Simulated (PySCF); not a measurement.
# SnSiH6O2 (SMILES [OH][SnH2][O][SiH3]) at 6 levels

We compute a comparison of 6 runs (HF/STO-3G, HF/def2-SVP, TPSS/STO-3G, BLYP/def2-SVP, BP86/def2-SVP, PBE0/def2-SVP) of SnSiH6O2. Input form: a Python script.

The calculation is run with PySCF 2.14.0.

## (1) The system as given

The species is SnSiH6O2 (10 atoms), meant as a singlet with charge 0. As SMILES, `[OH][SnH2][O][SiH3]`. Geometry: relaxed at PBE0-D4/def2-TZVP. This is one conformer, not always the lowest.

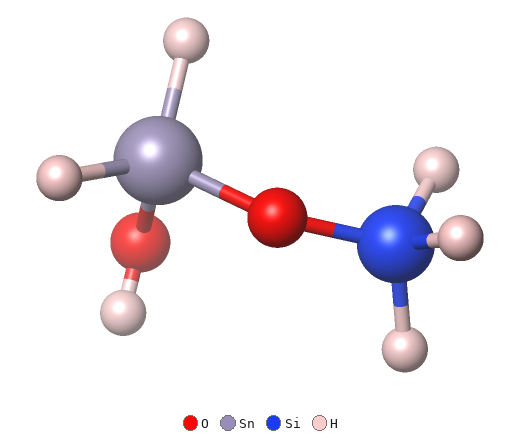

Viewed from a chosen angle; oxygen red, tin purple, silicon blue, hydrogen pink.

## (2) Energy and gradient at HF/STO-3G (run 1)

geometry.xyz

```xyz
10

O     -1.508300     1.311300    -1.171200
Sn    -0.064700     1.543900     0.127900
O      0.315500    -0.234600     0.847100
Si     0.660900    -1.699700     0.217200
H     -2.335200     1.015000    -0.784100
H     -0.572900     2.441000     1.478800
H      1.260700     2.077300    -0.784500
H     -0.581600    -2.463100    -0.082900
H      1.466100    -2.469100     1.201900
H      1.442500    -1.573100    -1.047200
```

input.py

```python
# [OH][SnH2][O][SiH3]
import pyscf.grad
from pyscf import gto

mol = gto.Mole()
mol.atom = 'geometry.xyz'
mol.verbose = 4
mol.basis = 'sto-3g'
mol.max_memory = 1860
mol.build()

calc0 = mol.RHF()
calc0.conv_tol = 1e-10
calc0.kernel()
if not calc0.converged:
    calc0 = calc0.newton().run(calc0.mo_coeff, calc0.mo_occ)

etot = calc0.e_tot
print(f'total energy: {etot:.8f} hartree')
grad = calc0.Gradients().kernel()
calc0.analyze()
```

Run with:

```
$ OMP_NUM_THREADS=1 python input.py
```

Standard output:

```text
PySCF version 2.14.0

[... 80 lines left out ...]
One-electron Energy =                -9839.192258683073305
[... 12 lines left out ...]
MO #8   energy= -26.6143215425005  occ= 2
[... 10 lines left out ...]
MO #19  energy= -4.83828333877888  occ= 2
[... 10 lines left out ...]
MO #30  energy= -0.911506539624544 occ= 2
[... 10 lines left out ...]
MO #41  energy= -0.330683684310382 occ= 2
[... 10 lines left out ...]
MO #52  energy= 0.740075198939029  occ= 0
[... 65 lines left out ...]
Dipole moment(X, Y, Z, Debye): -0.01834,  1.20947,  0.78904
```

It took 3.6 s on 1 thread of Intel Xeon 6975P-C (Granite Rapids), shared host; peak memory 0.13 GiB.

## (3) Energy and forces at HF/def2-SVP (core potential) (run 2)

input.py

```python
from pyscf import gto

system = gto.M(
    atom='''
O     -2.850274     2.477998    -2.213247
Sn    -0.122265     2.917548     0.241696
O      0.596209    -0.443330     1.600787
Si     1.248920    -3.211967     0.410449
H     -4.412888     1.918072    -1.481734
H     -1.082624     4.612821     2.794527
H      2.382378     3.925528    -1.482490
H     -1.099065    -4.654584    -0.156658
H      2.770527    -4.665923     2.271262
H      2.725930    -2.972728    -1.978921
''',
    basis='def2-svp',
    charge=0,
    max_memory=1860,
    unit='bohr',
    ecp={'Sn': 'def2-svp'},
    spin=0,
    verbose=4,
)

calc0 = system.RHF()
calc0.conv_tol = 1e-10
calc0.kernel()
if not calc0.converged:
    calc0 = calc0.newton().run(calc0.mo_coeff, calc0.mo_occ)

energy = calc0.e_tot
print('E(%s) = %.9f' % ('HF', energy))
grad = calc0.nuc_grad_method().kernel()
dip = calc0.dip_moment()
pop, q = calc0.mulliken_pop()
```

Run with:

```
$ OMP_NUM_THREADS=1 python input.py
```

Standard output:

```text
PySCF version 2.14.0

[... 68 lines left out ...]
converged SCF energy = -655.32978294954
[... 12 lines left out ...]
Dipole moment(X, Y, Z, Debye): -0.22905,  1.71233,  0.96260
[... 113 lines left out ...]
charge of    9H =     -0.19150
```

Run time: 8.7 s. Hardware: 1 thread of Intel Xeon 6975P-C (Granite Rapids), shared host; peak memory 0.22 GiB.

Runs 3 to 4 aren't shown in full; the table further down has their settings and results.

## (4) Energy and forces at BP86/def2-SVP (core potential) (run 5)

run.py

```python
# [OH][SnH2][O][SiH3]
import pyscf.grad
from pyscf import gto, dft

mol = gto.M(
    atom=[
    ('O', (-1.508300, 1.311300, -1.171200)),
    ('Sn', (-0.064700, 1.543900, 0.127900)),
    ('O', (0.315500, -0.234600, 0.847100)),
    ('Si', (0.660900, -1.699700, 0.217200)),
    ('H', (-2.335200, 1.015000, -0.784100)),
    ('H', (-0.572900, 2.441000, 1.478800)),
    ('H', (1.260700, 2.077300, -0.784500)),
    ('H', (-0.581600, -2.463100, -0.082900)),
    ('H', (1.466100, -2.469100, 1.201900)),
    ('H', (1.442500, -1.573100, -1.047200)),
],
    ecp={'Sn': 'def2-svp'},
    verbose=4,
    max_memory=1860,
    charge=0,
    basis='def2-svp',
    spin=0,
)

myscf = dft.RKS(mol)
myscf.xc = 'bp86'
myscf.conv_tol = 1e-10
myscf.grids.level = 5
myscf.kernel()
if not myscf.converged:
    myscf = myscf.newton().run(myscf.mo_coeff, myscf.mo_occ)

e_final = myscf.e_tot
print(f'total energy: {e_final:.8f} hartree')
grad = myscf.Gradients().kernel()
myscf.analyze()
```

Run with:

```
$ OMP_NUM_THREADS=1 python run.py
```

Standard output:

```text
PySCF version 2.14.0

[... 114 lines left out ...]
MO #7   energy= -3.48528662101698  occ= 2
[... 18 lines left out ...]
MO #26  energy= -0.29159724790966  occ= 2
[... 18 lines left out ...]
MO #45  energy= 0.294281364701168  occ= 0
[... 18 lines left out ...]
MO #64  energy= 0.957395784510559  occ= 0
[... 18 lines left out ...]
MO #83  energy= 1.74840835430464   occ= 0
[... 18 lines left out ...]
MO #102 energy= 52.0522421318784   occ= 0
[... 115 lines left out ...]
Dipole moment(X, Y, Z, Debye): -0.50033,  1.56206,  0.70631
```

Wall time 29 s (1 thread of Intel Xeon 6975P-C (Granite Rapids), shared host); peak memory 1 GiB.

## (5) Energy and gradient at PBE0/def2-SVP (core potential) (run 6)

job.py

```python
# [OH][SnH2][O][SiH3]
from pyscf import gto, dft

system = gto.M(
    atom='''
O   -1.508300   1.311300  -1.171200
Sn  -0.064700   1.543900   0.127900
O    0.315500  -0.234600   0.847100
Si   0.660900  -1.699700   0.217200
H   -2.335200   1.015000  -0.784100
H   -0.572900   2.441000   1.478800
H    1.260700   2.077300  -0.784500
H   -0.581600  -2.463100  -0.082900
H    1.466100  -2.469100   1.201900
H    1.442500  -1.573100  -1.047200
''',
    ecp={'Sn': 'def2-svp'},
    spin=0,
    verbose=3,
    basis='def2-svp',
    max_memory=1860,
)

mf = dft.RKS(system, xc='pbe0')
mf.conv_tol = 1e-10
mf.grids.level = 5
mf.kernel()
if not mf.converged:
    mf = mf.newton().run(mf.mo_coeff, mf.mo_occ)

energy = mf.e_tot
print('Final energy', energy)
grad = mf.nuc_grad_method().kernel()
dip = mf.dip_moment()
pop, q = mf.mulliken_pop()
```

Run with:

```
$ OMP_NUM_THREADS=1 python job.py
```

Standard output:

```text
converged SCF energy = -657.381424038405
Final energy -657.3814240384052
[... 8 lines left out ...]
Dipole moment(X, Y, Z, Debye): -0.38786,  1.62370,  0.79088
[... 113 lines left out ...]
charge of    9H =     -0.11715
```

Run time: 33 s. Hardware: 1 thread of Intel Xeon 6975P-C (Granite Rapids), shared host; peak memory 1 GiB.

## (6) The series

```tsv
run	level	core potential	integration grid	energy (Eh)	dipole moment (D)	HOMO energy (eV)	LUMO energy (eV)	wall time
1	HF/STO-3G	–	–	-6400.106871	1.44	-7.84	10.07	3.6 s
2	HF/def2-SVP (core potential)	def2-svp	–	-655.329783	1.98	-11.97	3.05	8.7 s
3	TPSS/STO-3G	–	5	-6403.212826	1.29	-2.03	4.23	24 s
4	BLYP/def2-SVP (core potential)	def2-svp	5	-657.565025	1.76	-6.59	-1.15	34 s
5	BP86/def2-SVP (core potential)	def2-svp	5	-657.809503	1.79	-6.85	-1.33	29 s
6	PBE0/def2-SVP (core potential)	def2-svp	5	-657.381424	1.85	-8.27	-0.24	33 s
```

## (7) Summary of results

| quantity | value |
| --- | --- |
| run 6: total energy | -657.38142 Eh |
| run 6: dipole moment | 1.85 D |
| run 6: HOMO energy | -8.27 eV |
| run 6: LUMO energy | -0.24 eV |
| run 6: HOMO–LUMO gap | 8.03 eV |
| run 6: largest force on an atom | 0.576 eV/Å |

In words: The dipole moment (its size) runs from 1.29 D (TPSS/STO-3G) to 1.98 D (HF/def2-SVP). The two ends differ in method and basis and core potential. The HOMO–LUMO gap runs from 5.44 eV (BLYP/def2-SVP) to 17.91 eV (HF/STO-3G). Totals of different functionals can't be ranked against each other. Some runs of one species differ in core potentials or relativity; totals across that change don't compare. In runs 1, 3 the basis is minimal, so the values are rough. In runs 1, 3 relativity is left out where basis or elements ask for it. All runs together took 2.2 min, the longest 34 s.
